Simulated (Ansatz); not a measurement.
# OF (Oxygen monofluoride): UBLYP/STO-3G

Aim: the vertical electron affinity of OF (Oxygen monofluoride) at UBLYP/STO-3G, from 2 runs. 

The calculation is run with Ansatz 0.2.0.

43 further runs of the same task are left out: 6 that didn't finish, 37 set aside as unsound or not needed.

## Step 1: The structure to begin with

OF has 2 atoms, charge 0, and is taken as a doublet. SMILES: `[O]F`. Geometry: relaxed at GFN2-xTB.

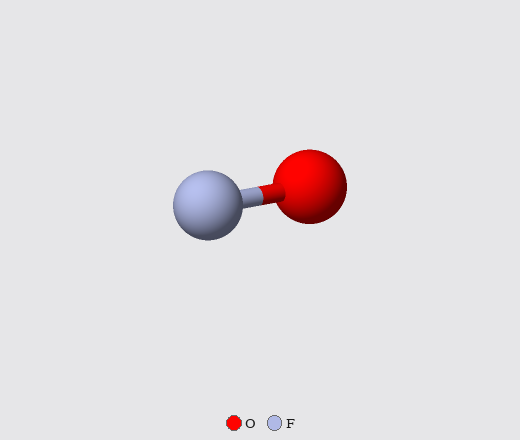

Viewed from a chosen angle; oxygen red, fluorine light blue.

## Step 2: The energy at UBLYP/STO-3G

run.yaml reads:

```yaml
basis:
  gaussian:
    orbitals: STO-3G
crystal:
  periodic: [false, false, false]
  atoms:
    - {symbol: O, position_ang: [0.000000, 0.000000, 0.000000]}
    - {symbol: F, position_ang: [0.000000, 0.000000, 1.298450]}
accuracy: high
magnetization:
  spin_polarized: true
  initial_magnetization: 1
hamiltonian:
  xc: {name: BLYP}
```

The run is started by

```bash
$ ansatz run run.yaml --threads 1 --pin off --max-ram 2610MiB --events-out events.jsonl --progress --plain --runs-dir runs
```

The program printed:

```text
Warning: RAYON_NUM_THREADS=1 ignored (pool sized by the plan → 1); use --threads N
Functional definition: BLYP
  name "BLYP"
  parameter beta = 0.0042
  parameter a = 0.04918
  parameter b = 0.132
  parameter c = 0.2533
  parameter d = 0.349
  exchange = b88_x(beta = beta)
  correlation = lyp_c(a = a, b = b, c = c, d = d)
149 factors; integrals over basis functions are off by at most 4.4e-8 eV
mean field evaluation 1: about -4689.1341 eV, gradient 1.8e1 eV
mean field evaluation 2: about -4684.9971 eV, gradient 2.8e1 eV
mean field evaluation 4: about -4691.1825 eV, gradient 2.0e-1 eV
mean field evaluation 8: about -4691.1519 eV, gradient 1.1e-2 eV
mean field evaluation 16: about -4691.1519 eV, gradient 2.0e-8 eV
mean field -4691.15189397 eV, -172.3966523264 hartree, gradient 2.0e-8 eV, S^2 0.750285; 1 other end points of the search recorded, 0 dependent functions left out
reference -4691.15190890 eV, -172.3966528750 hartree; 9, 8 occupied and 1, 2 virtual orbitals, 149 factors
Total energy: -4691.15190890 eV, -172.3966528750 hartree
```

Wall time 0.72 s (1 thread of Arm Neoverse V1, shared host).

## Step 3: The singlet anion

in.yaml reads:

```yaml
basis:
  gaussian: {orbitals: STO-3G}
crystal:
  periodic: [false, false, false]
  atoms:
    - {symbol: O, position_ang: [0.000000, 0.000000, 0.000000]}
    - {symbol: F, position_ang: [0.000000, 0.000000, 1.298450]}
total_charge: -1
hamiltonian: {xc: {name: BLYP}}
accuracy: high
```

The run is started by

```bash
$ ansatz run in.yaml --threads 1 --pin off --max-ram 2610MiB --events-out events.jsonl --progress --plain --runs-dir runs
```

The program printed, shortened:

```text
Warning: RAYON_NUM_THREADS=1 ignored (pool sized by the plan → 1); use --threads N
[... 9 set-up lines as earlier in the session ...]
149 factors; integrals over basis functions are off by at most 4.4e-8 eV
mean field evaluation 1: about -4681.0106 eV, gradient 2.9e1 eV
mean field evaluation 2: about -4681.0098 eV, gradient 2.7e1 eV
mean field evaluation 4: about -4683.7564 eV, gradient 1.2e-1 eV
mean field evaluation 8: about -4683.7313 eV, gradient 2.2e-4 eV
mean field -4683.73127536 eV, -172.1239496223 hartree, gradient 1.0e-8 eV, S^2 0.000000; 0 other end points of the search recorded, 0 dependent functions left out
reference -4683.73129028 eV, -172.1239501706 hartree; 9, 9 occupied and 1, 1 virtual orbitals, 149 factors
Total energy: -4683.73129028 eV, -172.1239501706 hartree
```

Run time: 0.34 s. Hardware: 1 thread of Arm Neoverse V1, shared host.

## Step 4: What came out

Level: UBLYP/STO-3G.

| quantity | value |
| --- | --- |
| doublet OF: total energy | -172.39665 Eh |
| doublet OF: ⟨S²⟩ | 0.750 |
| singlet anion: total energy | -172.12395 Eh |
| vertical electron affinity (to the singlet anion) | -7.421 eV |

In words: The anion lies 7.42 eV (716 kJ/mol) above the neutral: the electron isn't bound at this level, and such a value depends on the basis. Without diffuse functions anions come out too high. In a minimal basis such a difference can be off by several eV, whatever the method.
